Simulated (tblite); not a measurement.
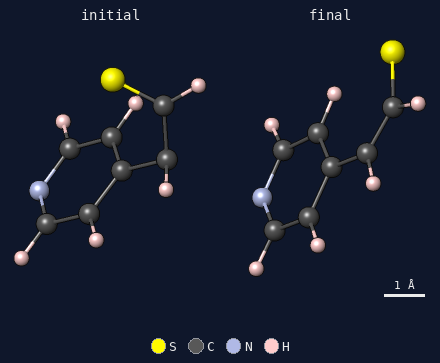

The structure of C7H6NS (multiplicity 2) before (left) and after (right) a relaxation, at one scale.

A ball-and-stick model, seen from a free direction.

The calculation used tblite, GFN2-xTB geometry optimisation, gas phase. 

Summarise the run.

Answer. The S atom moves most after the best rigid fit: 1.98 Å. By element the largest moves are S 1.98 Å, H 0.70 Å, C 0.63 Å, N 0.24 Å. Some distances before and after: C–S 2.793 → 3.318 Å, C–S 1.454 → 1.694 Å, C–C 1.481 → 1.354 Å, C–C 1.507 → 1.439 Å. Bond angles that change, for instance: C–C–C 111.0° → 127.7°, S–C–C 119.2° → 129.5°, C–C–H 108.0° → 115.4°. The energy falls by 2.547 eV in 85 geometry steps. The run took 0.55 s on 1 thread of Arm Neoverse V2, with other jobs on the host.
